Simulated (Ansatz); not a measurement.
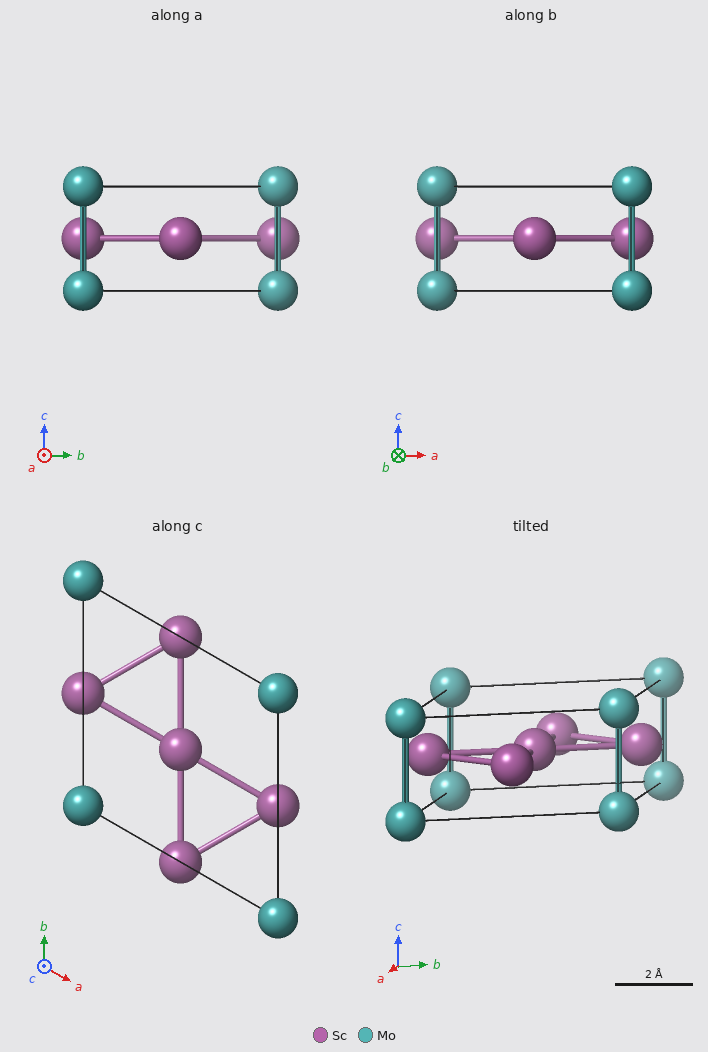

The crystal in a ball-and-stick representation, seen along the a axis, along the b axis, along the c axis and slightly off an axis. The lines enclose the conventional unit cell; boundary atoms appear with their images.

Lattice parameters: a = 5.8765 Å, b = 5.8765 Å, c = 2.7204 Å, α = 90.000°, β = 90.000°, γ = 120.000°.

Write the structure as a CIF with its space group and independent sites.

Answer.
```cif
data_structure
_symmetry_space_group_name_H-M 'P 6/m m m'
_symmetry_Int_Tables_number 191
_cell_length_a 5.8765
_cell_length_b 5.8765
_cell_length_c 2.7204
_cell_angle_alpha 90.000
_cell_angle_beta 90.000
_cell_angle_gamma 120.000
_cell_volume 81.36
loop_
_atom_site_label
_atom_site_type_symbol
_atom_site_symmetry_multiplicity
_atom_site_Wyckoff_symbol
_atom_site_fract_x
_atom_site_fract_y
_atom_site_fract_z
_atom_site_occupancy
Sc1 Sc 3 g 0.5000 0.0000 0.5000 1
Mo1 Mo 1 a 0.0000 0.0000 0.0000 1
```

The cell started as a random cell made by a generator, so it need not be a real form of the compound. Earlier steps of the study may have refined or changed the cell and positions. It was run through Ansatz as a DFT input.
